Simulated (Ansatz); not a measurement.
# Geometry relaxation, with input and output: CH$_{5}$AlN$_{2}$O

CH$_{5}$AlN$_{2}$O, computed with RKS PBE0-D4/def2-TZVP (Ansatz 0.2.0).

The geometry: PBE-D4/def2-SVP start. Figures and captions count atoms from 1; the log counts them from 0 in places.

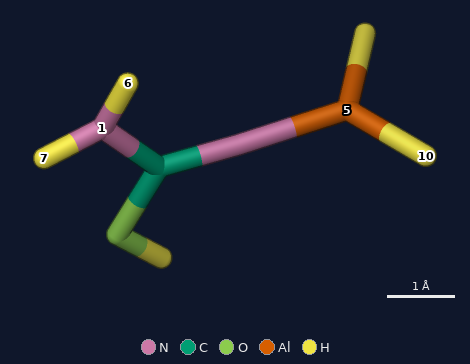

Fig. 1: The starting structure (stick view, seen at a tilt; atoms are numbered from 1 in the order of the input). Sticks mark near contacts.

### Input file
```yaml
crystal:
  periodic: [false, false, false]
  atoms:
    - {symbol: N, position_ang: [-1.260109, 1.062698, 0.895974]}
    - {symbol: C, position_ang: [-0.784169, -0.005871, 0.183235]}
    - {symbol: O, position_ang: [-1.801857, -0.883675, -0.078804]}
    - {symbol: N, position_ang: [0.413087, -0.173055, -0.211159]}
    - {symbol: Al, position_ang: [2.069312, -0.338276, -0.762278]}
    - {symbol: H, position_ang: [-0.582587, 1.714075, 1.282145]}
    - {symbol: H, position_ang: [-2.187917, 1.013500, 1.313062]}
    - {symbol: H, position_ang: [-1.384156, -1.596744, -0.600157]}
    - {symbol: H, position_ang: [2.495988, 0.313608, -2.159956]}
    - {symbol: H, position_ang: [3.105609, -1.157459, 0.140938]}
basis:
  gaussian: {orbitals: def2-TZVP}
hamiltonian: {xc: pbe0, dispersion: d4}
relax: {f_tol: 0.005, max_steps: 150}
```

Hardware: 4 threads of Arm Neoverse V2, 23 GiB of memory available, shared host.

Launch command:
```bash
ansatz run in.yaml --threads 4 --pin off --events-out ev --progress --plain --max-ram 10444MiB
```

### The program's output
```
Functional definition: PBE0
  name "PBE0"
  cite "Adamo & Barone, J. Chem. Phys. 110, 6158 (1999) doi:10.1063/1.478522"
  cite "Perdew, Burke & Ernzerhof, Phys. Rev. Lett. 77, 3865 (1996) doi:10.1103/PhysRevLett.77.3865"
  parent pbe
  parameter a = 0.25
  parameter kappa = 0.804
  parameter beta = 0.06672455060314922
  exchange = (1 - a)*pbe_x(kappa = kappa, mu = beta*pi^2/3) + a*exact_x
  correlation = pbe_c(beta = beta)
1140 factors; their error is unknown
mean field evaluation 1: about -12725.1649 eV, gradient 7.6e1 eV
mean field evaluation 2: about -12703.1569 eV, gradient 1.1e2 eV
mean field evaluation 4: about -12735.5870 eV, gradient 1.0e1 eV
mean field evaluation 8: about -12735.7791 eV, gradient 1.3e-1 eV
mean field evaluation 16: about -12735.8057 eV, gradient 7.0e-5 eV
mean field -12735.80569675 eV, -468.0322267162 hartree, gradient 3.1e-5 eV, S^2 0.000000; 0 other end points of the search recorded, 0 dependent functions left out
the calculation of the forces begins
reference -12735.80573339 eV, -468.0322280629 hartree; 23, 23 occupied and 168, 168 virtual orbitals, 1140 factors
relax step   1: F+E_penalty+E_count = -12735.95896855 eV  Δ(F+E_penalty+E_count) = +0.000e0 eV  max|allowed force component| = 8.126e-1 eV/Å  Δτ_max = 0.0000 Å  (28 SCF iters, accepted)
these checks for a lower state are left out or cut short: starts, cluster_reference, orbital_swaps, neighbouring_geometries, increment
1140 factors; their error is unknown
mean field -12735.84866586 eV, -468.0338058019 hartree, gradient 2.0e-5 eV, S^2 0.000000; 0 other end points of the search recorded, 0 dependent functions left out
[... from here on the field's lines of each further geometry are left out, up to the last ...]
relax step   2: F+E_penalty+E_count = -12736.00303353 eV  Δ(F+E_penalty+E_count) = -4.406e-2 eV  max|allowed force component| = 2.678e-1 eV/Å  Δτ_max = 0.0281 Å  (33 SCF iters, accepted)
relax step   3: F+E_penalty+E_count = -12736.00689493 eV  Δ(F+E_penalty+E_count) = -3.861e-3 eV  max|allowed force component| = 6.095e-2 eV/Å  Δτ_max = 0.0109 Å  (32 SCF iters, accepted)
relax step   4: F+E_penalty+E_count = -12736.00711499 eV  Δ(F+E_penalty+E_count) = -2.201e-4 eV  max|allowed force component| = 3.360e-2 eV/Å  Δτ_max = 0.0053 Å  (32 SCF iters, accepted)
relax step   5: F+E_penalty+E_count = -12736.00730225 eV  Δ(F+E_penalty+E_count) = -1.873e-4 eV  max|allowed force component| = 3.327e-2 eV/Å  Δτ_max = 0.0072 Å  (33 SCF iters, accepted)
relax step   6: F+E_penalty+E_count = -12736.00739398 eV  Δ(F+E_penalty+E_count) = -9.173e-5 eV  max|allowed force component| = 2.842e-2 eV/Å  Δτ_max = 0.0093 Å  (32 SCF iters, accepted)
relax step   7: F+E_penalty+E_count = -12736.00747169 eV  Δ(F+E_penalty+E_count) = -7.771e-5 eV  max|allowed force component| = 2.296e-2 eV/Å  Δτ_max = 0.0137 Å  (33 SCF iters, accepted)
relax step   8: F+E_penalty+E_count = -12736.00744152 eV  Δ(F+E_penalty+E_count) = +3.017e-5 eV  max|allowed force component| = 2.812e-2 eV/Å  Δτ_max = 0.0175 Å  (33 SCF iters, rejected (line search))
relax step   9: F+E_penalty+E_count = -12736.00758891 eV  Δ(F+E_penalty+E_count) = -1.172e-4 eV  max|allowed force component| = 1.516e-2 eV/Å  Δτ_max = 0.0087 Å  (32 SCF iters, accepted)
relax step  10: F+E_penalty+E_count = -12736.00758946 eV  Δ(F+E_penalty+E_count) = -5.505e-7 eV  max|allowed force component| = 2.634e-2 eV/Å  Δτ_max = 0.0035 Å  (34 SCF iters, accepted)
relax step  11: F+E_penalty+E_count = -12736.00761907 eV  Δ(F+E_penalty+E_count) = -2.961e-5 eV  max|allowed force component| = 6.602e-3 eV/Å  Δτ_max = 0.0055 Å  (33 SCF iters, accepted)
relax step  12: F+E_penalty+E_count = -12736.00762218 eV  Δ(F+E_penalty+E_count) = -3.107e-6 eV  max|allowed force component| = 5.958e-3 eV/Å  Δτ_max = 0.0042 Å  (33 SCF iters, accepted)
relax step  13: F+E_penalty+E_count = -12736.00763010 eV  Δ(F+E_penalty+E_count) = -7.920e-6 eV  max|allowed force component| = 6.131e-3 eV/Å  Δτ_max = 0.0023 Å  (34 SCF iters, accepted)
the calculation of the forces begins
reference -12735.85283808 eV, -468.0339591283 hartree; 23, 23 occupied and 168, 168 virtual orbitals, 1140 factors
relax step  14: F+E_penalty+E_count = -12736.00763405 eV  Δ(F+E_penalty+E_count) = -3.949e-6 eV  max|allowed force component| = 2.567e-3 eV/Å  Δτ_max = 0.0024 Å  (33 SCF iters, accepted)
1140 factors; their error is unknown
mean field evaluation 128: about -12735.8528 eV, gradient 2.0e-2 eV
```

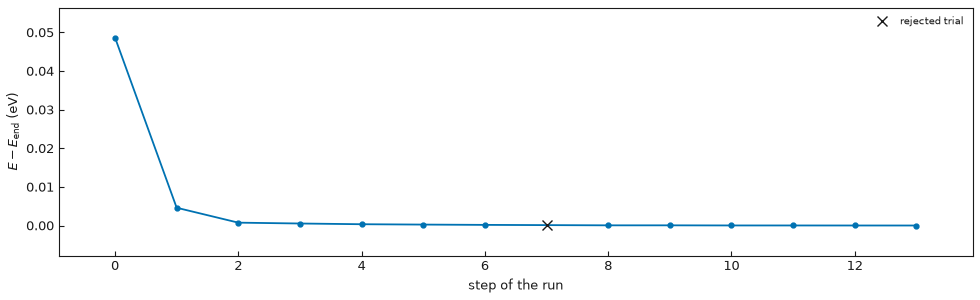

Fig. 2: Progress of the relaxation, step by step (the first geometry is step 0 here and step 1 in the log).

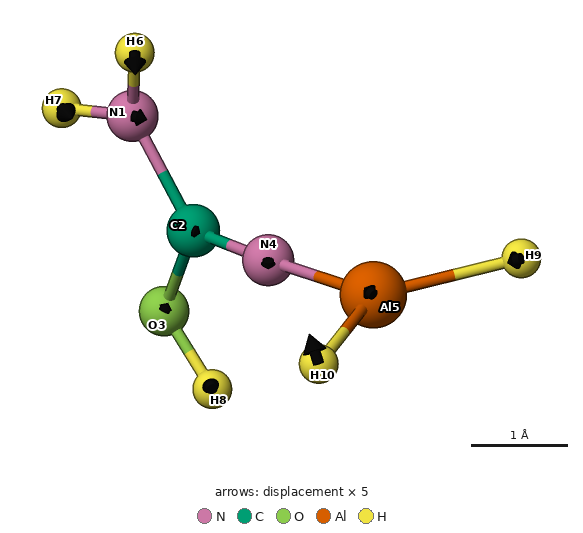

Fig. 3: The starting structure with the displacements as black arrows, magnified 5 times (ball-and-stick view, seen at a tilt). The two geometries are laid on each other by the best rigid fit. Over 13 geometry steps the energy falls by 0.049 eV. Largest force component: 0.81 eV/Å at the start, 0.0026 eV/Å at the end. The line search rejected the trial step at point 7 (counted from 0) and went back. The largest move after the best rigid fit is that of H10, 0.068 Å. Largest moves by element: H 0.068 Å, N 0.034 Å, Al 0.030 Å, O 0.020 Å, C 0.016 Å. Among the contacts that change: N4–Al5 1.753 → 1.731 Å, C2–N4 1.272 → 1.253 Å, Al5–H10 1.600 → 1.586 Å, O3–H8 0.977 → 0.963 Å. (Atoms are counted from 1 in the order of the input.)

```
mean field -12735.85280167 eV, -468.0339577904 hartree, gradient 1.9e-5 eV, S^2 0.000000; 1 other end points of the search recorded, 0 dependent functions left out
the calculation of the forces begins
reference -12735.85283808 eV, -468.0339591283 hartree; 23, 23 occupied and 168, 168 virtual orbitals, 1140 factors
Total energy: -12736.00767046 eV, -468.0396491132 hartree
Atom 0 at    -1.238044     1.060310     0.869957 Å, force     0.001435     0.000453     0.000169 eV/Å
Atom 1 at    -0.773682    -0.008654     0.170797 Å, force     0.002567    -0.000519    -0.001223 eV/Å
Atom 2 at    -1.795284    -0.864829    -0.082079 Å, force    -0.000882     0.001310     0.000866 eV/Å
Atom 3 at     0.402663    -0.192082    -0.219176 Å, force    -0.001322     0.000267     0.000471 eV/Å
Atom 4 at     2.045605    -0.327322    -0.748070 Å, force    -0.000829     0.000094     0.000270 eV/Å
Atom 5 at    -0.555613     1.667117     1.282840 Å, force    -0.000938    -0.001069    -0.000920 eV/Å
Atom 6 at    -2.141072     0.994925     1.304215 Å, force    -0.000997     0.000279     0.000907 eV/Å
Atom 7 at    -1.413586    -1.581603    -0.600048 Å, force     0.000766    -0.000835    -0.000570 eV/Å
Atom 8 at     2.466023     0.298710    -2.142489 Å, force     0.000129     0.000076    -0.000077 eV/Å
Atom 9 at     3.086191    -1.097771     0.167053 Å, force     0.000071    -0.000055     0.000107 eV/Å
Dipole moment:    -0.360908     0.109411     0.295701 e Å
```

### Trajectory as extended XYZ (Å, eV, eV/Å), 14 frames, from step=1 to step=14
```
10
Properties=species:S:1:pos:R:3:forces:R:3 step=1 energy=-12735.95897
N    -1.2601    1.0627    0.8960   -0.0009  -0.1247   0.1087
C    -0.7842   -0.0059    0.1832    0.7408   0.0265  -0.1543
O    -1.8019   -0.8837   -0.0788    0.7547  -0.0608  -0.2229
N     0.4131   -0.1731   -0.2112   -0.8126   0.0916   0.2413
Al    2.0693   -0.3383   -0.7623   -0.3847   0.0407   0.1274
H    -0.5826    1.7141    1.2821   -0.4179  -0.4614  -0.2453
H    -2.1879    1.0135    1.3131    0.6152  -0.0044  -0.2698
H    -1.3842   -1.5967   -0.6002   -0.3063   0.4670   0.3478
H     2.4960    0.3136   -2.1600   -0.0561  -0.0844   0.1810
H     3.1056   -1.1575    0.1409   -0.1322   0.1098  -0.1139
10
Properties=species:S:1:pos:R:3:forces:R:3 step=2 energy=-12736.00303
N    -1.2500    1.0581    0.8843   -0.0295  -0.0241   0.0279
C    -0.7749   -0.0043    0.1802    0.0744   0.0253  -0.0138
O    -1.7881   -0.8758   -0.0794    0.2678  -0.0087  -0.0653
N     0.4072   -0.1714   -0.2093    0.0329  -0.0290  -0.0235
Al    2.0526   -0.3357   -0.7560   -0.2539   0.0339   0.0879
H    -0.5777    1.6946    1.2752   -0.0945  -0.1083  -0.0522
H    -2.1645    1.0022    1.3025    0.1470  -0.0066  -0.0634
H    -1.3791   -1.5852   -0.5942   -0.1272   0.1154   0.0962
H     2.4758    0.3092   -2.1421   -0.0053  -0.0105   0.0164
H     3.0818   -1.1430    0.1417   -0.0116   0.0125  -0.0101
10
Properties=species:S:1:pos:R:3:forces:R:3 step=3 energy=-12736.00690
N    -1.2464    1.0568    0.8801   -0.0055   0.0121  -0.0225
C    -0.7710   -0.0023    0.1764   -0.0495  -0.0061   0.0433
O    -1.7824   -0.8719   -0.0794    0.0595   0.0332  -0.0040
N     0.4080   -0.1709   -0.2110    0.0609  -0.0232  -0.0344
Al    2.0454   -0.3336   -0.7525   -0.0449   0.0117   0.0135
H    -0.5756    1.6867    1.2754    0.0105   0.0072   0.0104
H    -2.1559    0.9961    1.2995   -0.0127  -0.0098   0.0063
H    -1.3818   -1.5819   -0.5923   -0.0319  -0.0251  -0.0101
H     2.4683    0.3063   -2.1393    0.0062   0.0002  -0.0067
H     3.0747   -1.1365    0.1462    0.0073  -0.0002   0.0042
10
Properties=species:S:1:pos:R:3:forces:R:3 step=4 energy=-12736.00712
N    -1.2458    1.0569    0.8793    0.0023   0.0103  -0.0002
C    -0.7698   -0.0043    0.1793   -0.0336   0.0197  -0.0317
O    -1.7824   -0.8701   -0.0804    0.0278   0.0058   0.0141
N     0.4088   -0.1729   -0.2100    0.0092  -0.0210   0.0035
Al    2.0443   -0.3331   -0.7525    0.0099   0.0040   0.0040
H    -0.5749    1.6860    1.2760    0.0080   0.0044   0.0114
H    -2.1552    0.9956    1.2991   -0.0109  -0.0069   0.0077
H    -1.3864   -1.5815   -0.5948   -0.0167  -0.0166  -0.0069
H     2.4685    0.3043   -2.1404   -0.0004   0.0000  -0.0038
H     3.0763   -1.1321    0.1474    0.0043   0.0003   0.0019
10
Properties=species:S:1:pos:R:3:forces:R:3 step=5 energy=-12736.00730
N    -1.2453    1.0573    0.8789    0.0002   0.0181  -0.0036
C    -0.7704   -0.0030    0.1765    0.0090  -0.0046  -0.0047
O    -1.7831   -0.8685   -0.0809   -0.0020  -0.0033   0.0011
N     0.4086   -0.1732   -0.2119   -0.0314  -0.0072   0.0075
Al    2.0443   -0.3325   -0.7516    0.0333   0.0027  -0.0089
H    -0.5732    1.6832    1.2792    0.0009  -0.0021   0.0049
H    -2.1541    0.9937    1.3004   -0.0017  -0.0039   0.0035
H    -1.3916   -1.5820   -0.5960   -0.0043  -0.0010  -0.0019
H     2.4688    0.3000   -2.1422   -0.0021  -0.0008   0.0004
H     3.0790   -1.1262    0.1506   -0.0019   0.0020   0.0016
10
Properties=species:S:1:pos:R:3:forces:R:3 step=6 energy=-12736.00739
N    -1.2442    1.0575    0.8787   -0.0039   0.0166  -0.0034
C    -0.7707   -0.0031    0.1752    0.0256  -0.0073  -0.0010
O    -1.7845   -0.8670   -0.0821   -0.0134  -0.0072  -0.0005
N     0.4084   -0.1746   -0.2131   -0.0284  -0.0066   0.0026
Al    2.0453   -0.3319   -0.7516    0.0164   0.0041  -0.0028
H    -0.5707    1.6801    1.2821   -0.0018  -0.0055   0.0020
H    -2.1523    0.9925    1.3017    0.0033  -0.0014   0.0016
H    -1.3963   -1.5814   -0.5986    0.0034   0.0068   0.0008
H     2.4676    0.2956   -2.1452    0.0000  -0.0021   0.0027
H     3.0805   -1.1189    0.1560   -0.0012   0.0026  -0.0021
10
Properties=species:S:1:pos:R:3:forces:R:3 step=7 energy=-12736.00747
N    -1.2430    1.0579    0.8780   -0.0059   0.0097  -0.0043
C    -0.7716   -0.0037    0.1737    0.0230   0.0001   0.0051
O    -1.7876   -0.8649   -0.0838   -0.0159  -0.0064   0.0006
N     0.4070   -0.1771   -0.2147   -0.0026  -0.0113  -0.0083
Al    2.0462   -0.3300   -0.7506   -0.0048  -0.0003   0.0005
H    -0.5672    1.6748    1.2865   -0.0023  -0.0060   0.0003
H    -2.1499    0.9911    1.3038    0.0043   0.0010   0.0011
H    -1.4032   -1.5796   -0.6026    0.0102   0.0084   0.0008
H     2.4677    0.2874   -2.1487   -0.0026   0.0025   0.0026
H     3.0849   -1.1071    0.1615   -0.0033   0.0023   0.0017
10
Properties=species:S:1:pos:R:3:forces:R:3 step=8 energy=-12736.00744 accepted=F
N    -1.2402    1.0585    0.8760   -0.0001   0.0030  -0.0055
C    -0.7723   -0.0054    0.1717    0.0088   0.0016   0.0074
O    -1.7916   -0.8631   -0.0848   -0.0158  -0.0042   0.0016
N     0.4051   -0.1826   -0.2177    0.0138  -0.0153  -0.0146
Al    2.0456   -0.3332   -0.7521   -0.0132   0.0281   0.0211
H    -0.5610    1.6685    1.2892   -0.0018  -0.0044  -0.0012
H    -2.1453    0.9911    1.3056    0.0027   0.0013   0.0007
H    -1.4107   -1.5779   -0.6059    0.0116   0.0057   0.0002
H     2.4658    0.2856   -2.1498   -0.0014  -0.0078  -0.0030
H     3.0878   -1.0926    0.1708   -0.0045  -0.0081  -0.0068
10
Properties=species:S:1:pos:R:3:forces:R:3 step=9 energy=-12736.00759
N    -1.2410    1.0607    0.8718    0.0021   0.0099   0.0075
C    -0.7725   -0.0058    0.1724    0.0098  -0.0152  -0.0089
O    -1.7907   -0.8663   -0.0803   -0.0029   0.0046  -0.0047
N     0.4046   -0.1843   -0.2179   -0.0073  -0.0006   0.0024
Al    2.0457   -0.3287   -0.7498   -0.0008   0.0007   0.0006
H    -0.5610    1.6687    1.2872   -0.0026   0.0006  -0.0033
H    -2.1454    0.9935    1.3027    0.0000  -0.0014   0.0027
H    -1.4073   -1.5795   -0.6020    0.0016   0.0000   0.0030
H     2.4666    0.2929   -2.1461    0.0000   0.0002   0.0005
H     3.0842   -1.1023    0.1650    0.0004   0.0011   0.0002
10
Properties=species:S:1:pos:R:3:forces:R:3 step=10 energy=-12736.00759
N    -1.2406    1.0609    0.8710    0.0053   0.0162   0.0100
C    -0.7732   -0.0065    0.1725    0.0198  -0.0263  -0.0122
O    -1.7916   -0.8661   -0.0811   -0.0083   0.0007  -0.0061
N     0.4043   -0.1872   -0.2158   -0.0054   0.0040  -0.0014
Al    2.0454   -0.3282   -0.7489   -0.0012  -0.0022   0.0027
H    -0.5588    1.6681    1.2848   -0.0146  -0.0020  -0.0014
H    -2.1450    0.9946    1.3025    0.0049   0.0022   0.0025
H    -1.4081   -1.5803   -0.6015    0.0001   0.0045   0.0061
H     2.4654    0.2956   -2.1444   -0.0007   0.0012  -0.0002
H     3.0853   -1.1023    0.1640    0.0001   0.0016   0.0001
10
Properties=species:S:1:pos:R:3:forces:R:3 step=11 energy=-12736.00762
N    -1.2395    1.0607    0.8706    0.0016   0.0044   0.0064
C    -0.7731   -0.0075    0.1718    0.0056  -0.0007  -0.0058
O    -1.7933   -0.8650   -0.0825   -0.0009  -0.0007  -0.0022
N     0.4039   -0.1887   -0.2170    0.0009  -0.0039  -0.0023
Al    2.0458   -0.3280   -0.7485   -0.0048  -0.0005   0.0025
H    -0.5575    1.6670    1.2854   -0.0066  -0.0023  -0.0018
H    -2.1430    0.9940    1.3039    0.0022   0.0014   0.0008
H    -1.4107   -1.5798   -0.6026    0.0000   0.0009   0.0031
H     2.4642    0.2940   -2.1452    0.0014   0.0005   0.0002
H     3.0863   -1.0980    0.1671    0.0005   0.0009  -0.0010
10
Properties=species:S:1:pos:R:3:forces:R:3 step=12 energy=-12736.00762
N    -1.2379    1.0602    0.8706   -0.0029   0.0030   0.0010
C    -0.7734   -0.0083    0.1711    0.0004  -0.0048  -0.0060
O    -1.7951   -0.8640   -0.0837    0.0008  -0.0011   0.0033
N     0.4032   -0.1919   -0.2178    0.0016  -0.0012   0.0012
Al    2.0456   -0.3274   -0.7482    0.0006  -0.0015   0.0020
H    -0.5559    1.6658    1.2855    0.0027   0.0026  -0.0013
H    -2.1423    0.9962    1.3021   -0.0026  -0.0023   0.0020
H    -1.4124   -1.5819   -0.5995   -0.0009   0.0041  -0.0010
H     2.4646    0.2972   -2.1437    0.0004   0.0007  -0.0004
H     3.0870   -1.0971    0.1667   -0.0003   0.0005  -0.0008
10
Properties=species:S:1:pos:R:3:forces:R:3 step=13 energy=-12736.00763
N    -1.2384    1.0606    0.8699    0.0007  -0.0005  -0.0009
C    -0.7737   -0.0083    0.1707   -0.0016   0.0005   0.0061
O    -1.7953   -0.8643   -0.0828    0.0026   0.0002  -0.0022
N     0.4030   -0.1919   -0.2181   -0.0002  -0.0006  -0.0017
Al    2.0455   -0.3278   -0.7480    0.0012   0.0014  -0.0004
H    -0.5560    1.6663    1.2845    0.0006   0.0004  -0.0011
H    -2.1416    0.9950    1.3038   -0.0002  -0.0006  -0.0003
H    -1.4131   -1.5809   -0.6008   -0.0014  -0.0003   0.0001
H     2.4650    0.2967   -2.1433   -0.0005   0.0003  -0.0006
H     3.0876   -1.0965    0.1669   -0.0014  -0.0008   0.0009
10
Properties=species:S:1:pos:R:3:forces:R:3 step=14 energy=-12736.00763
N    -1.2380    1.0603    0.8700    0.0014   0.0005   0.0002
C    -0.7737   -0.0087    0.1708    0.0026  -0.0005  -0.0012
O    -1.7953   -0.8648   -0.0821   -0.0009   0.0013   0.0009
N     0.4027   -0.1921   -0.2192   -0.0013   0.0003   0.0005
Al    2.0456   -0.3273   -0.7481   -0.0008   0.0001   0.0003
H    -0.5556    1.6671    1.2828   -0.0009  -0.0011  -0.0009
H    -2.1411    0.9949    1.3042   -0.0010   0.0003   0.0009
H    -1.4136   -1.5816   -0.6000    0.0008  -0.0008  -0.0006
H     2.4660    0.2987   -2.1425    0.0001   0.0001  -0.0001
H     3.0862   -1.0978    0.1671    0.0001  -0.0001   0.0001
```

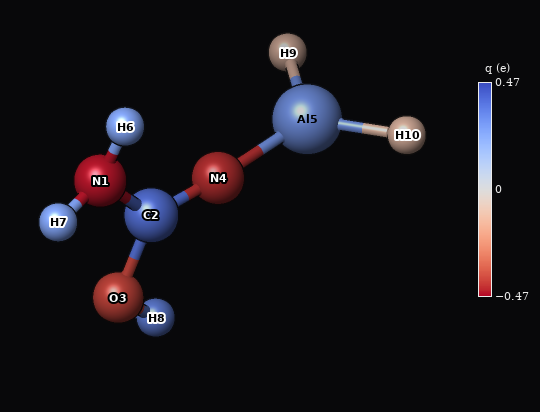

Fig. 4: Mulliken charges, as the colour of each atom (ball-and-stick view, seen at a tilt; atoms are numbered from 1 in the order of the input). By element: N −0.45 to −0.42, C +0.38, O −0.39, Al +0.28 and H −0.11 to +0.33 e.

### Summary

| quantity | value |
| --- | --- |
| outcome | converged |
| total energy | −12736.0077 eV |
| mean-field energy | −12735.8528 eV |
| dispersion energy | −0.1548 eV |
| SCF solution under orbital rotations | stable |
| largest force (length of the vector) at the end | 0.003 eV/Å |
| dipole moment | 2.30 D |
| wall time | 33 s (CPU time 2 min) |
| peak memory | 0.45 GiB |
